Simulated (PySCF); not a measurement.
System: Al₄H₇N₄O (SMILES [O-][Al-]12[NH+]3[AlH-]4[NH+]5[AlH-]3[NH+]1[AlH-]5[NH+]42) (charge −1).

```csv
atom,x (Å),y (Å),z (Å)
Al,0.1962,-1.6612,0.0066
N,1.4788,-0.4126,0.6487
Al,0.1423,0.5857,1.5613
N,-1.1875,-0.7011,0.9725
Al,-1.5124,0.3822,-0.6058
N,-0.1890,-0.6172,-1.5348
Al,1.2300,0.7275,-1.0064
O,2.3781,1.4103,-1.9528
N,-0.2453,1.6477,0.0331
H,0.3310,-3.2578,0.0528
H,2.4454,-0.5698,0.9132
H,0.2282,1.1066,3.0749
H,-1.8984,-1.1258,1.5583
H,-2.9902,0.7099,-1.1334
H,-0.1644,-0.8886,-2.5119
H,-0.2526,2.6584,-0.0535
```

Geometry: PBE0-D3(BJ)/def2-SVP.

The calculation used PySCF 2.14.0, PBE0/aug-pcSseg-1, SCF density, gas phase, non-relativistic.

### Predict the electron density and electron localisation function between the atoms.

Al–O (1.64 Å): ρ is about 1 e/Å³ halfway; the ELF peaks at about 0.85 in the valence shell of O, 0.6 Å from its nucleus, and is about 0.45 at the midpoint.
N–H (1.01 Å): the density is about 2.7 e/Å³ at the midpoint; the ELF climbs to about 1 towards the hydrogen, as it does in any bond to H (an ordinary covalent bond to hydrogen).
Al–N (1.94 Å): ρ is about 0.61 e/Å³ halfway; the ELF peaks at about 0.90 in the valence shell of N, 0.7 Å from its nucleus, and is about 0.70 at the midpoint.
Al–N (2.03 Å): ρ is about 0.53 e/Å³ halfway; the ELF peaks at about 0.90 in the valence shell of N, 0.7 Å from its nucleus, and is about 0.70 at the midpoint.

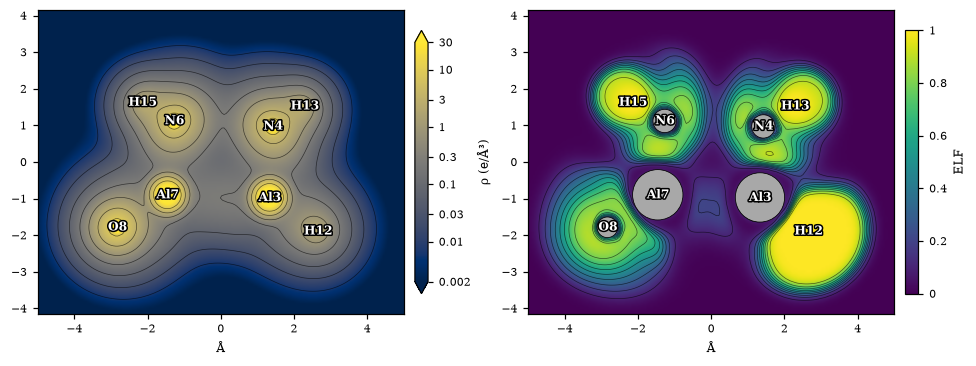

Computed electron density and electron localisation function on the plane of atoms Al3, N4 and H13, in this order. Grey discs cover the atomic cores in the ELF map. 
